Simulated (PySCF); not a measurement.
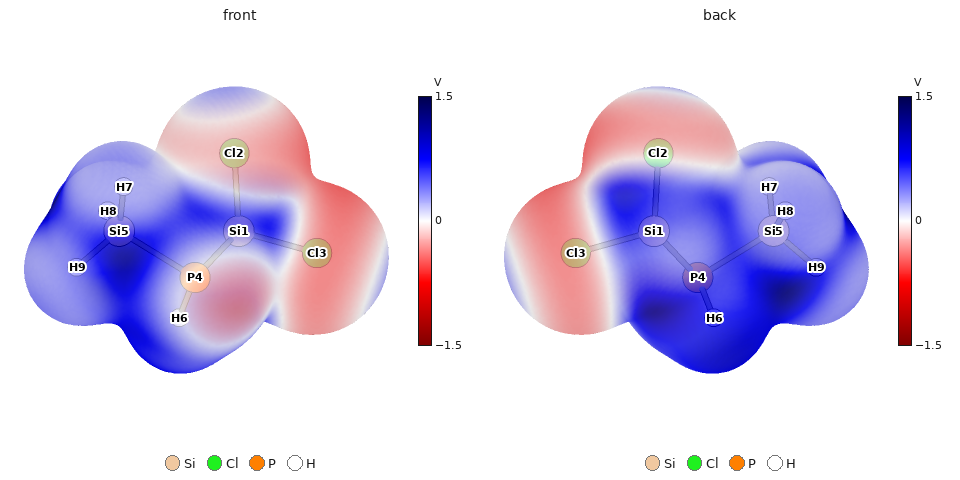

*Cl2H4PSi2 (doublet). The molecular electrostatic potential painted on the density surface at 0.002 e/bohr³, seen from the front and from behind; the colour scale runs from red (negative) to blue (positive).*

Geometry: PBE0-D3(BJ)/def2-SVP.

All numbers below come from UKS B3LYP, IGLO-III on Cl P Si, pcH-1 on H, non-relativistic, mean-field spin-orbit, GIAO in PySCF 2.14.0, density-fitted response routines.

```xyz
9

Si    0.9350   -1.6167   -0.2945
Cl    2.5937   -0.4561   -0.7727
Cl    1.5979   -3.3063    0.7100
P    -0.3303   -0.3533    1.0884
Si   -0.4774    1.4539   -0.2852
H    -1.5641   -0.9460    0.6774
H     0.6888    2.3315    0.0082
H    -0.4994    1.0988   -1.7356
H    -1.7468    2.1506    0.0764
```

Question: Where is the surface potential most negative and most positive?

Answer: The most negative region (about −0.4 V, or −9 kcal/mol for a unit charge) lies over Cl2 and Cl3, the most positive (about +1.3 V, or +30 kcal/mol for a unit charge) over Si5. Cl2 shows a σ-hole: about +0.3 V at the tip opposite its bond, against about −0.2 V on its flanks. Cl3 shows a σ-hole: about +0.2 V at the tip opposite its bond, against about −0.3 V, or −7 kcal/mol for a unit charge on its flanks.
